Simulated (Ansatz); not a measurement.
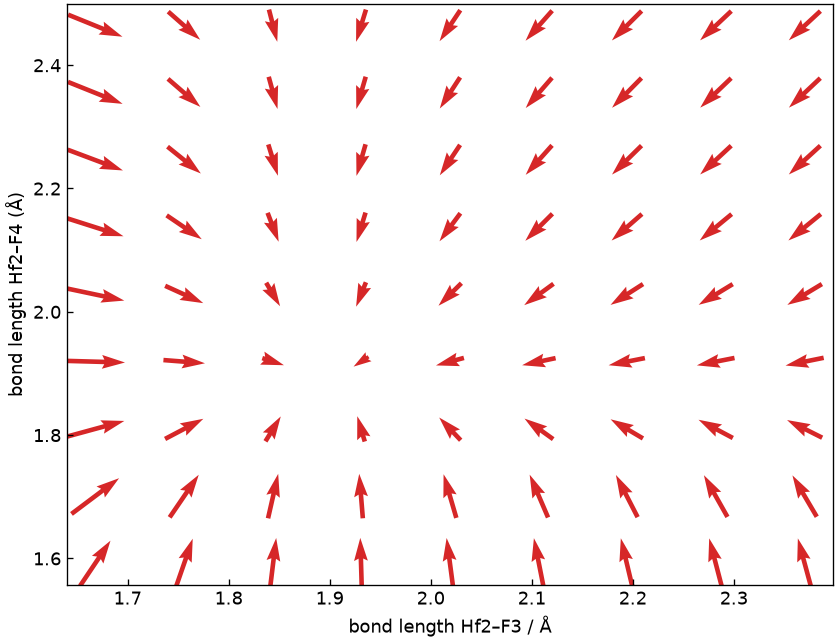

F₃HfI, SMILES [F][Hf]([F])([F])[I]. First axis: bond length Hf2–F3. Second axis: bond length Hf2–F4. Nothing is relaxed (all other coordinates rigid). Grid: 9 × 9 points. Points are written as (first, second). Level of theory: Ansatz, RKS CAM-B3LYP-D4/def2-SVP.

Drawn: arrows along the force (downhill), their lengths compressed.

### The arrows alone are given. Where is the energy lowest?

The arrows converge at about (1.896 Å, 1.896 Å) (read from the interpolated surface).

The energy map of the same scan:

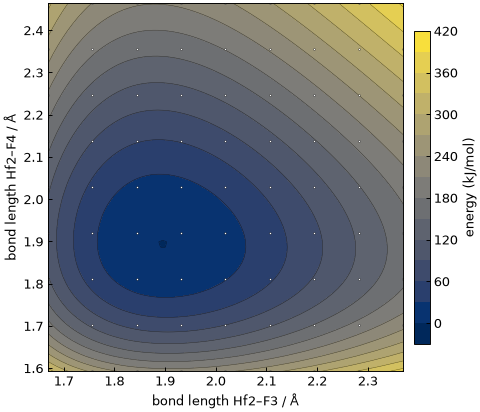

Energies are in kJ/mol, from the relaxed molecule at the same level; between grid points the surface is interpolated.
